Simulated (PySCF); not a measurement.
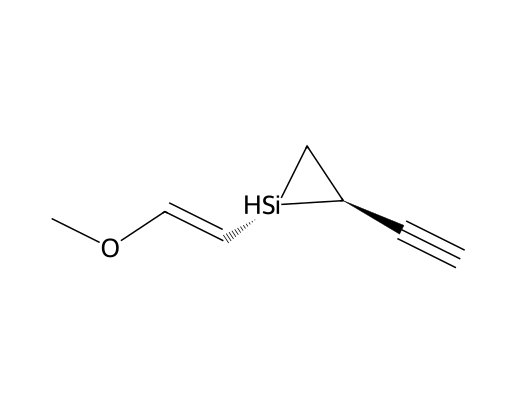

Structural formula above. The computed structure is the end point of a PBE0-D3(BJ)/def2-SVP optimisation. No frequency run is at hand to confirm it as a minimum.

Describe the 3D structure.

It has 19 atoms: 7 carbon, 10 hydrogen, 1 oxygen and 1 silicon (C7H10OSi). As SMILES it reads `C#C[C@@H]1C[Si@H]1/C=C/OC`. Independent rings (smallest set): 1 of 3 members. Among its groups: ether, alkene, alkyne, Si–H bond. This geometry has C1 symmetry. Coordination, clear cases only: 2 C linear; 2 C trigonal planar; 1 O bent; 1 C tetrahedral.

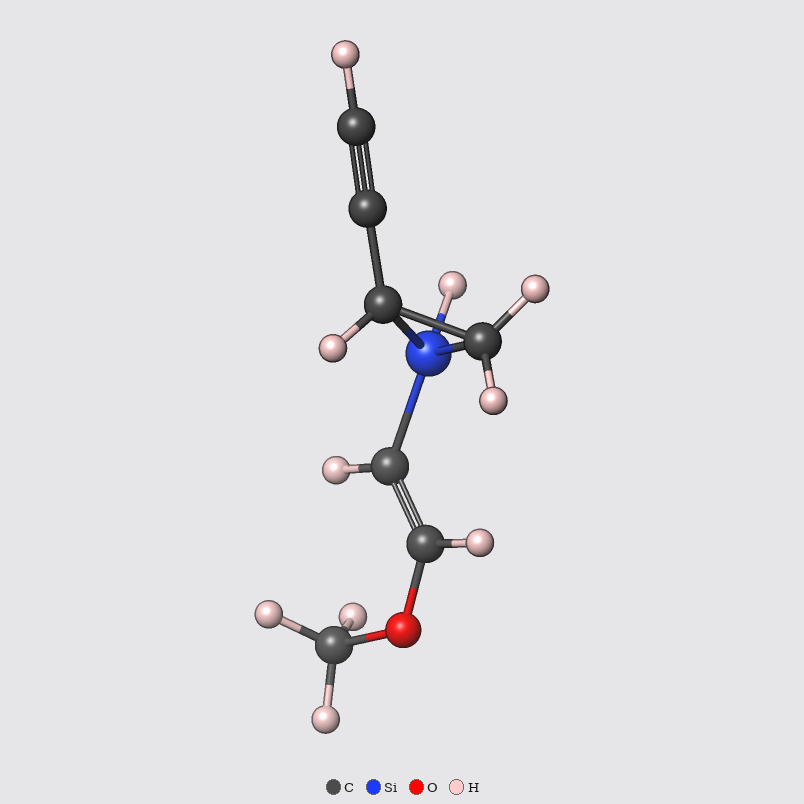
